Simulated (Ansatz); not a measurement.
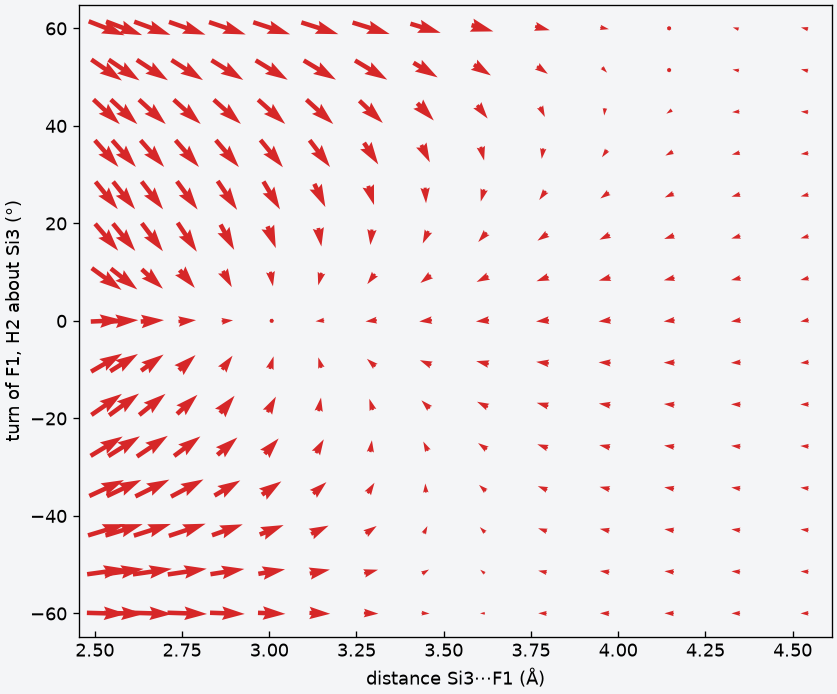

The pair FH···ClH₃Si. The turn is about an axis along (0.99, −0.11, −0.00) in the frame of the relaxed pair, normal to the line between the partners. First axis: distance Si3···F1. Second axis: turn of F1, H2 about Si3. Grid: 15 × 15 points. These are results of RKS PBE-D4/def2-SVPD (Ansatz 0.2.0), not measurements.

In the figure: arrows along the force (downhill), their lengths compressed.

Q: The arrows alone are given. Where is the energy lowest?

A: The arrows converge at about distance Si3···F1 = 3.016 Å, turn of F1, H2 about Si3 = 0° (read from the interpolated surface).

The energy map of the same scan:

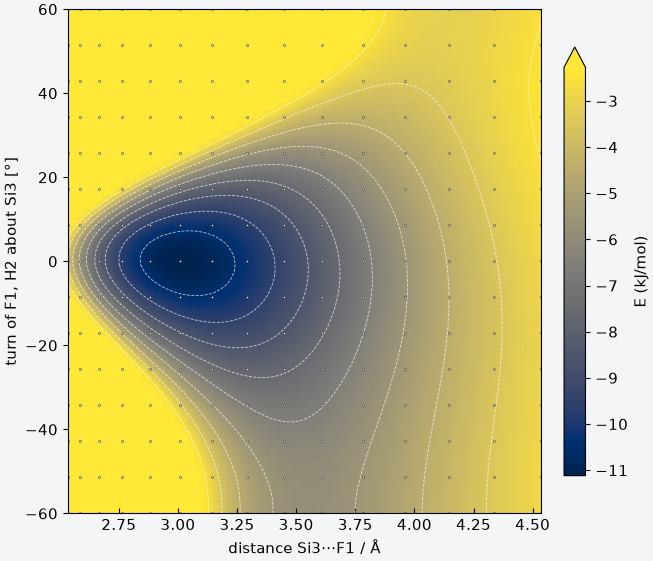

Energies are in kJ/mol, from the two partners far apart, frozen as in the relaxed pair, each in its own basis (no counterpoise correction); between grid points the surface is interpolated.
